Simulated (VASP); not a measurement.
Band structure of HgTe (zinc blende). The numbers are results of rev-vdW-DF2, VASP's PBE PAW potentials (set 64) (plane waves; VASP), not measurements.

Unless said otherwise, spin-orbit coupling is left out, though it shifts the bands of the heavy elements here.

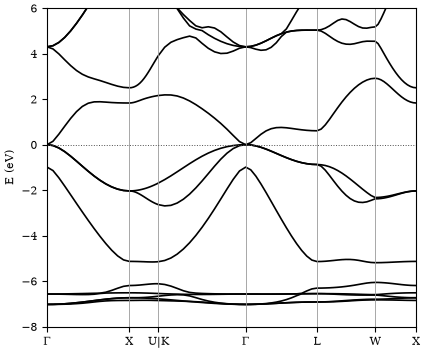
Figure: Bands along high-symmetry lines, zero at the valence-band maximum or, without a gap, the Fermi level

Question: Read the plot: is there a gap, and where are the band edges?

Answer: It has no gap at this level: it comes out as a metal or semimetal. (Edges off the drawn lines would not show.)

The compound is HgTe in the zinc blende structure. It was relaxed first, which changed the volume by +6 %.
